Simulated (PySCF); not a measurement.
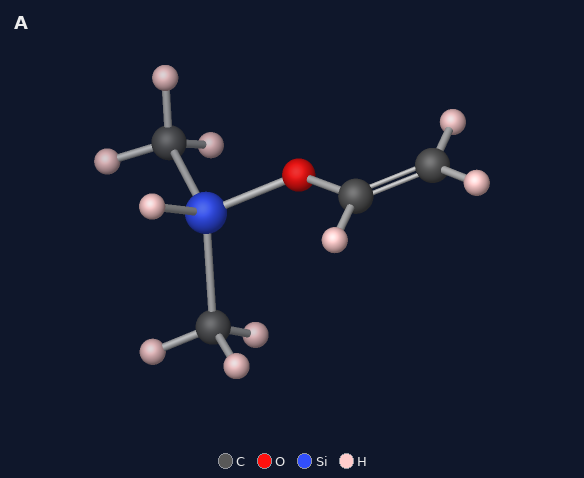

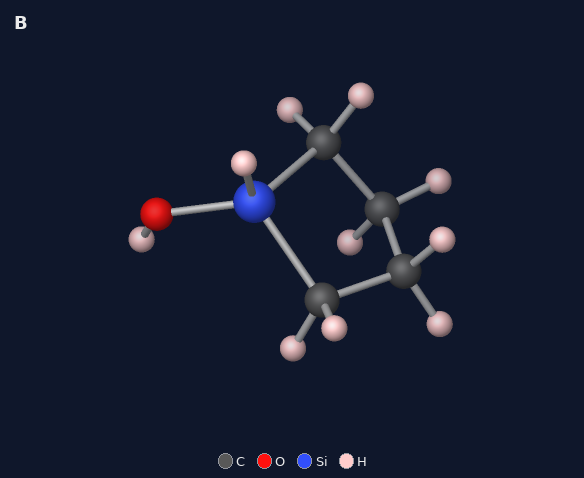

2 stationary structures of one formula. Geometries: GFN2-xTB. Electronic energies: PBE0/pcSseg-1 (PySCF 2.14.0), without zero-point energy. No frequency run is at hand to confirm each as a minimum. Each is one conformer, not always the lowest.

Question: Are they conformers, stereoisomers or constitutional isomers?

Answer: They are constitutional isomers of C4H10OSi: A `C=CO[SiH](C)C`, B `O[SiH]1CCCC1`.

Question: Which is lowest in energy, and by how much?

Answer: B is lowest; A lies 0.792 eV above it.

The geometry is semi-empirical. Around Si such bond lengths and angles can be off by a tenth of an ångström or more and by several degrees, and values that hang on the shape move with them.
